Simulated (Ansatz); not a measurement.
**AlSF (singlet): correlated methods under varied settings at a displaced geometry (v2)**

Aim: run AlSF (singlet) at one geometry under a spread of methods and options, and see what each costs and gives.

Program: Ansatz 0.2.0, Gaussian basis. Level of theory: the settings change from run to run. These are calculated values, not measurements.

23 further runs of the same task are left out: 6 for a known fault of the program, 9 that didn't finish, 8 set aside as unsound or not needed.

### Step 1. What is computed

The geometry is a PBE0/def2-TZVP stationary point (not a proven minimum) with its atoms shifted at random (size 0.100 Å).

3 atoms, charge 0, spin multiplicity 1.

Atoms are counted from 1 here; the program's logs count them from 0.

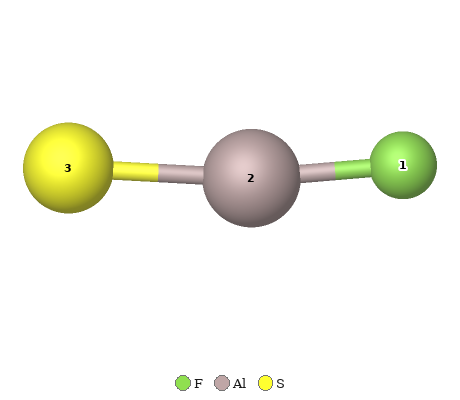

The structure; fluorine green, aluminium light grey, sulfur yellow; atoms are numbered from 1 in the order of the file.

### Step 2. MP2 on UHF/6-31G*

File in.yaml:

```yaml
crystal:
  periodic: [false, false, false]
  atoms:
    - {symbol: F, position_ang: [0.084376, 0.005225, -1.757569]}
    - {symbol: Al, position_ang: [-0.080498, 0.013599, -0.115175]}
    - {symbol: S, position_ang: [-0.003878, -0.018825, 1.872744]}
basis:
  gaussian: {orbitals: "6-31G*"}
magnetization: {spin_polarized: true, initial_magnetization: 0}
correlation: {method: mp2, electrons: all}
```

Command:

```
ansatz run in.yaml --threads 1 --pin off --events-out ev --progress --plain --max-ram 2393MiB
```

The log of the run:

```text
Functional definition: HF
  name "HF"
  cite "Fock, Z. Phys. 61, 126 (1930) doi:10.1007/BF01340294"
  parent pbe
  exchange = exact_x
  correlation = 0
456 factors; integrals over basis functions are off by at most 8.6e-4 eV
mean field evaluation 1: about -20105.5098 eV, gradient 2.2e1 eV
mean field evaluation 2: about -20105.5325 eV, gradient 2.2e1 eV
mean field evaluation 4: about -20107.7254 eV, gradient 9.7e-1 eV
mean field evaluation 8: about -20107.7488 eV, gradient 2.0e-1 eV
mean field -20107.74995736 eV, -738.9461814107 hartree, gradient 7.5e-6 eV, S^2 0.000000; 0 other end points of the search recorded, 0 dependent functions left out
reference -20107.74995736 eV, -738.9461814107 hartree; 19, 19 occupied and 34, 34 virtual orbitals, 456 factors
second order -9.97544723 eV of doubles, -0.00000000 eV of singles
Total energy: -20117.72540459 eV, -739.3127723348 hartree
```

Run time: 0.51 s. Hardware: 1 thread of Arm Neoverse V1, shared host.

From the report: ⟨S²⟩ of the determinant 0.000 (pure singlet: 0.00).

### Step 3. CCSD on RHF/cc-pVDZ

File in.yaml:

```yaml
crystal:
  periodic: [false, false, false]
  atoms:
    - {symbol: F, position_ang: [0.084376, 0.005225, -1.757569]}
    - {symbol: Al, position_ang: [-0.080498, 0.013599, -0.115175]}
    - {symbol: S, position_ang: [-0.003878, -0.018825, 1.872744]}
basis:
  gaussian: {orbitals: cc-pVDZ, fitting: {mean_field: def2-universal-jkfit}}
magnetization: {spin_polarized: false}
correlation: {method: ccsd, electrons: all}
output: {forces: true}
```

The command is unchanged.

The log of the run, shortened:

```text
Functional definition: HF
  name "HF"
  cite "Fock, Z. Phys. 61, 126 (1930) doi:10.1007/BF01340294"
  parent pbe
[...]
333 factors; integrals over basis functions are off by at most 1.9e-1 eV
[...]
mean field -20108.65595173 eV, -738.9794760894 hartree, gradient 2.5e-6 eV, S^2 0.000000; 0 other end points of the search recorded, 0 dependent functions left out
reference -20108.65595173 eV, -738.9794760894 hartree; 19, 19 occupied and 31, 31 virtual orbitals, 333 factors
second order -10.41281068 eV of doubles, -0.00000000 eV of singles
cycle   1  -10.43932840 eV  change   -2.7e-2 eV  update   9.4e-2
[...]
cycle  12  -10.75435022 eV  change   -3.3e-6 eV  update   1.5e-6
[...]
Total energy: -20119.41030195 eV, -739.3746911704 hartree
Atom 0 at     0.084376     0.005225    -1.757569 Å, force    -0.043034     0.016578    -0.959073 eV/Å
Atom 1 at    -0.080498     0.013599    -0.115175 Å, force     0.120275    -0.018295    -0.023144 eV/Å
Atom 2 at    -0.003878    -0.018825     1.872744 Å, force    -0.077241     0.001716     0.982218 eV/Å
Dipole moment:    -0.097258     0.019302    -0.416032 e Å
```

Run time: 3.7 s. Hardware: 1 thread of Arm Neoverse V1, shared host.

From the report: correlation -10.7544 eV; T1 0.012; largest double amplitude 0.05.

### Step 4. CCSD/STO-3G

in.yaml, as its differences from that of step 3:

```diff
@@ -7,5 +7,5 @@
 basis:
-  gaussian: {orbitals: cc-pVDZ, fitting: {mean_field: def2-universal-jkfit}}
+  gaussian: {orbitals: STO-3G}
 magnetization: {spin_polarized: false}
+hamiltonian: {xc: {name: PBE0}}
 correlation: {method: ccsd, electrons: all}
-output: {forces: true}
```

The command is unchanged.

The log of the run, shortened:

```text
Functional definition: PBE0
  name "PBE0"
  cite "Adamo & Barone, J. Chem. Phys. 110, 6158 (1999) doi:10.1063/1.478522"
  cite "Perdew, Burke & Ernzerhof, Phys. Rev. Lett. 77, 3865 (1996) doi:10.1103/PhysRevLett.77.3865"
  parent pbe
[...]
259 factors; integrals over basis functions are off by at most 2.3e-5 eV
[...]
mean field -19901.60350990 eV, -731.3704391974 hartree, gradient 6.4e-6 eV, S^2 0.000000; 0 other end points of the search recorded, 0 dependent functions left out
reference -19870.02737692 eV, -730.2100377134 hartree; 19, 19 occupied and 4, 4 virtual orbitals, 259 factors
second order -3.09986775 eV of doubles, -0.57047620 eV of singles
cycle   1  -2.67057272 eV  change    9.3e-1 eV  update   1.8e-1
[...]
cycle  10  -3.13053270 eV  change    3.0e-5 eV  update   2.3e-5
Total energy: -19873.15790962 eV, -730.3250826684 hartree
```

Wall time 0.75 s (1 thread of Arm Neoverse V1, shared host).

From the report: correlation -3.1305 eV; T1 0.008; largest double amplitude 0.07. The orbitals are Kohn-Sham ones, so correlation energy and T1 don't compare with those on Hartree-Fock orbitals.

### Step 5. HF/6-31G

in.yaml, as its differences from that of step 4:

```diff
@@ -7,5 +7,5 @@
 basis:
-  gaussian: {orbitals: STO-3G}
+  gaussian: {orbitals: 6-31G}
 magnetization: {spin_polarized: false}
-hamiltonian: {xc: {name: PBE0}}
-correlation: {method: ccsd, electrons: all}
+hamiltonian: {xc: hf}
+output: {orbitals: {seedname: orbitals}}
```

The command is unchanged.

The log of the run:

```text
Functional definition: HF
  name "HF"
  cite "Fock, Z. Phys. 61, 126 (1930) doi:10.1007/BF01340294"
  parent pbe
  exchange = exact_x
  correlation = 0
356 factors; integrals over basis functions are off by at most 1.3e-4 eV
mean field evaluation 1: about -20103.0690 eV, gradient 3.1e1 eV
mean field evaluation 2: about -20103.1245 eV, gradient 3.1e1 eV
mean field evaluation 4: about -20105.5366 eV, gradient 9.6e-1 eV
mean field evaluation 8: about -20105.5633 eV, gradient 2.2e-1 eV
mean field -20105.56400143 eV, -738.8658490118 hartree, gradient 2.2e-5 eV, S^2 0.000000; 0 other end points of the search recorded, 0 dependent functions left out
reference -20105.56400143 eV, -738.8658490118 hartree; 19, 19 occupied and 16, 16 virtual orbitals, 356 factors
Total energy: -20105.56400143 eV, -738.8658490118 hartree
```

Run time: 0.21 s. Hardware: 1 thread of Arm Neoverse V1, shared host.

### Step 6. HF/def2-mTZVP

in.yaml, as its differences from that of step 5:

```diff
@@ -7,5 +7,6 @@
 basis:
-  gaussian: {orbitals: 6-31G}
-magnetization: {spin_polarized: false}
+  gaussian: {orbitals: def2-mTZVP}
+magnetization: {spin_polarized: true, initial_magnetization: 0}
 hamiltonian: {xc: hf}
+accuracy: high
 output: {orbitals: {seedname: orbitals}}
```

The command is unchanged.

The log of the run:

```text
Functional definition: HF
  name "HF"
  cite "Fock, Z. Phys. 61, 126 (1930) doi:10.1007/BF01340294"
  parent pbe
  exchange = exact_x
  correlation = 0
1025 factors; integrals over basis functions are off by at most 1.5e-8 eV
mean field evaluation 1: about -20107.6268 eV, gradient 2.3e1 eV
mean field evaluation 2: about -20107.6283 eV, gradient 2.3e1 eV
mean field evaluation 4: about -20109.8857 eV, gradient 1.0e0 eV
mean field evaluation 8: about -20109.9110 eV, gradient 2.6e-3 eV
mean field evaluation 16: about -20109.9110 eV, gradient 1.1e-8 eV
mean field -20109.91101175 eV, -739.0255986945 hartree, gradient 1.1e-8 eV, S^2 0.000000; 0 other end points of the search recorded, 0 dependent functions left out
reference -20109.91101175 eV, -739.0255986945 hartree; 19, 19 occupied and 44, 44 virtual orbitals, 1025 factors
Total energy: -20109.91101175 eV, -739.0255986945 hartree
```

It took 1.2 s on 1 thread of Arm Neoverse V1, shared host.

From the report: ⟨S²⟩ of the determinant 0.000 (pure singlet: 0.00).

### Step 7. BCCD(T) on RHF/6-31G

File in.yaml:

```yaml
crystal:
  periodic: [false, false, false]
  atoms:
    - {symbol: F, position_ang: [0.084376, 0.005225, -1.757569]}
    - {symbol: Al, position_ang: [-0.080498, 0.013599, -0.115175]}
    - {symbol: S, position_ang: [-0.003878, -0.018825, 1.872744]}
basis:
  gaussian: {orbitals: 6-31G}
magnetization: {spin_polarized: false}
correlation: {method: bccd_t, electrons: outside_noble_gas}
```

Same command.

The log of the run, shortened:

```text
Functional definition: HF
  name "HF"
  cite "Fock, Z. Phys. 61, 126 (1930) doi:10.1007/BF01340294"
  parent pbe
[...]
356 factors; integrals over basis functions are off by at most 1.3e-4 eV
[...]
mean field -20105.56400143 eV, -738.8658490118 hartree, gradient 1.3e-6 eV, S^2 0.000000; 0 other end points of the search recorded, 0 dependent functions left out
11 core orbitals not correlated: weight in the atoms' cores, before any rotation towards them, 1.000 or more for the frozen orbitals, at most 0.000 for the correlated occupied ones
reference -20105.56400143 eV, -738.8658490118 hartree; 8, 8 occupied and 16, 16 virtual orbitals, 356 factors
second order -5.74966635 eV of doubles, -0.00000000 eV of singles
cycle   1  -5.58951901 eV  change    1.6e-1 eV  update   1.1e-1
[...]
cycle  11  -5.86041821 eV  change    8.3e-6 eV  update   1.2e-5
perturbative correction -0.22027033 eV, -0.0080947854 hartree
Total energy: -20111.64468997 eV, -739.0893101939 hartree
```

It took 0.45 s on 1 thread of Arm Neoverse V1, shared host.

From the report: correlation -6.0807 eV; largest double amplitude 0.05.

### Step 8. MP2 on UHF/cc-pVDZ

in.yaml, as its differences from that of step 7:

```diff
@@ -7,4 +7,5 @@
 basis:
-  gaussian: {orbitals: 6-31G}
-magnetization: {spin_polarized: false}
-correlation: {method: bccd_t, electrons: outside_noble_gas}
+  gaussian: {orbitals: cc-pVDZ}
+magnetization: {spin_polarized: true, initial_magnetization: 0}
+correlation: {method: mp2, electrons: all}
+accuracy: high
```

Same command.

The log of the run:

```text
Functional definition: HF
  name "HF"
  cite "Fock, Z. Phys. 61, 126 (1930) doi:10.1007/BF01340294"
  parent pbe
  exchange = exact_x
  correlation = 0
974 factors; integrals over basis functions are off by at most 3.4e-9 eV
mean field evaluation 1: about -20106.3951 eV, gradient 2.1e1 eV
mean field evaluation 2: about -20106.4242 eV, gradient 2.2e1 eV
mean field evaluation 4: about -20108.6242 eV, gradient 1.0e0 eV
mean field evaluation 8: about -20108.6575 eV, gradient 6.4e-2 eV
mean field evaluation 16: about -20108.6576 eV, gradient 3.5e-8 eV
mean field -20108.65759193 eV, -738.9795363659 hartree, gradient 3.5e-8 eV, S^2 0.000000; 0 other end points of the search recorded, 0 dependent functions left out
reference -20108.65759193 eV, -738.9795363659 hartree; 19, 19 occupied and 31, 31 virtual orbitals, 974 factors
second order -10.41228752 eV of doubles, -0.00000000 eV of singles
Total energy: -20119.06987946 eV, -739.3621808747 hartree
```

It took 1.1 s on 1 thread of Arm Neoverse V1, shared host.

From the report: ⟨S²⟩ of the determinant 0.000 (pure singlet: 0.00).

### Step 9. BCCD(T)/cc-pVDZ

in.yaml, as its differences from that of step 8:

```diff
@@ -8,4 +8,5 @@
   gaussian: {orbitals: cc-pVDZ}
-magnetization: {spin_polarized: true, initial_magnetization: 0}
-correlation: {method: mp2, electrons: all}
-accuracy: high
+magnetization: {spin_polarized: false}
+hamiltonian: {xc: {name: r2SCAN}}
+correlation: {method: bccd_t, electrons: outside_noble_gas}
+output: {forces: true}
```

Launched as before.

The log of the run, shortened:

```text
Functional definition: r2SCAN
  name "r2SCAN"
  cite "Furness, Kaplan, Ning, Perdew & Sun, J. Phys. Chem. Lett. 11, 8208 (2020) doi:10.1021/acs.jpclett.0c02405"
  cite "Furness, Kaplan, Ning, Perdew & Sun, J. Phys. Chem. Lett. 11, 9248 (2020) doi:10.1021/acs.jpclett.0c03077"
  parent r2scan
[...]
501 factors; integrals over basis functions are off by at most 6.6e-4 eV
[...]
mean field -20148.89264165 eV, -740.4581471706 hartree, gradient 3.6e-6 eV, S^2 0.000000; 0 other end points of the search recorded, 0 dependent functions left out
11 core orbitals not correlated: weight in the atoms' cores, before any rotation towards them, 1.000 or more for the frozen orbitals, at most 0.000 for the correlated occupied ones
reference -20108.22254219 eV, -738.9635485828 hartree; 8, 8 occupied and 31, 31 virtual orbitals, 501 factors
second order -10.51620613 eV of doubles, -0.28876063 eV of singles
cycle   1  -10.35215717 eV  change    4.4e-1 eV  update   1.2e-1
[...]
cycle  11  -10.72359855 eV  change    4.2e-7 eV  update   7.0e-6
perturbative correction -0.32491202 eV, -0.0119402965 hartree
[...]
Total energy: -20119.27105276 eV, -739.3695738572 hartree
Atom 0 at     0.084376     0.005225    -1.757569 Å, force    -0.025609     0.015003    -1.066109 eV/Å
Atom 1 at    -0.080498     0.013599    -0.115175 Å, force     0.088745    -0.012235    -0.138889 eV/Å
Atom 2 at    -0.003878    -0.018825     1.872744 Å, force    -0.063136    -0.002768     1.204998 eV/Å
Dipole moment:    -0.091734     0.018144    -0.386431 e Å
```

It took 7 s on 1 thread of Arm Neoverse V1, shared host.

From the report: correlation -11.0485 eV; largest double amplitude 0.05.

### Step 10. HF/cc-pVDZ

in.yaml, as its differences from that of step 9:

```diff
@@ -9,4 +9,3 @@
 magnetization: {spin_polarized: false}
-hamiltonian: {xc: {name: r2SCAN}}
-correlation: {method: bccd_t, electrons: outside_noble_gas}
-output: {forces: true}
+hamiltonian: {xc: hf}
+output: {forces: true, orbitals: {seedname: orbitals}}
```

The command is unchanged.

The log of the run, shortened:

```text
Functional definition: HF
  name "HF"
  cite "Fock, Z. Phys. 61, 126 (1930) doi:10.1007/BF01340294"
  parent pbe
[...]
501 factors; integrals over basis functions are off by at most 6.6e-4 eV
[...]
mean field -20108.65740426 eV, -738.9795294690 hartree, gradient 6.6e-5 eV, S^2 0.000000; 0 other end points of the search recorded, 0 dependent functions left out
[...]
reference -20108.65740426 eV, -738.9795294690 hartree; 19, 19 occupied and 31, 31 virtual orbitals, 501 factors
Total energy: -20108.65740426 eV, -738.9795294690 hartree
Atom 0 at     0.084376     0.005225    -1.757569 Å, force    -0.142193     0.024012    -0.202484 eV/Å
Atom 1 at    -0.080498     0.013599    -0.115175 Å, force     0.261680    -0.038447    -0.181109 eV/Å
Atom 2 at    -0.003878    -0.018825     1.872744 Å, force    -0.119487     0.014435     0.383592 eV/Å
Dipole moment:    -0.122740     0.024446    -0.533350 e Å
```

It took 0.48 s on 1 thread of Arm Neoverse V1, shared host.

### Step 11. The runs in one table

Where basis and cores are those of an earlier RCCSDT(Q)/cc-pVDZ run (-20119.4016 eV), and the state is the same kind, the miss against it is given.

| level | correlated | functions | energy (eV) | from RCCSDT(Q) (meV) | time |
| --- | --- | --- | --- | --- | --- |
| MP2 on UHF/6-31G* | all | 53 | -20117.7254 |  | 0.51 s |
| CCSD on RHF/cc-pVDZ | all | 50 | -20119.4103 |  | 3.7 s |
| CCSD/STO-3G (on PBE0 orbitals) | all | 23 | -19873.1579 |  | 0.75 s |
| HF/6-31G |  | 35 | -20105.5640 |  | 0.21 s |
| HF/def2-mTZVP |  | 63 | -20109.9110 |  | 1.2 s |
| BCCD(T) on RHF/6-31G | outside noble gas | 35 | -20111.6447 |  | 0.45 s |
| MP2 on UHF/cc-pVDZ | all | 50 | -20119.0699 |  | 1.1 s |
| BCCD(T)/cc-pVDZ (on r2SCAN orbitals) | outside noble gas | 50 | -20119.2711 | 130.5 | 7 s |
| HF/cc-pVDZ |  | 50 | -20108.6574 | 10744.2 | 0.48 s |

### Step 12. Outcome

| quantity | value |
| --- | --- |
| runs | 9 |
| quickest | HF/6-31G, 0.21 s |
| slowest | BCCD(T)/cc-pVDZ (on r2SCAN orbitals), 7 s |

What this shows: Total energies in different bases, with other cores or another treatment of relativity can't be set against each other. BCCD(T)/cc-pVDZ (on r2SCAN orbitals) took 33 times as long as HF/6-31G; the jobs differ in more than the method. Hartree-Fock, CASSCF and CASCI lack dynamic correlation by design. Cores frozen from Kohn-Sham orbitals shift the total energy.
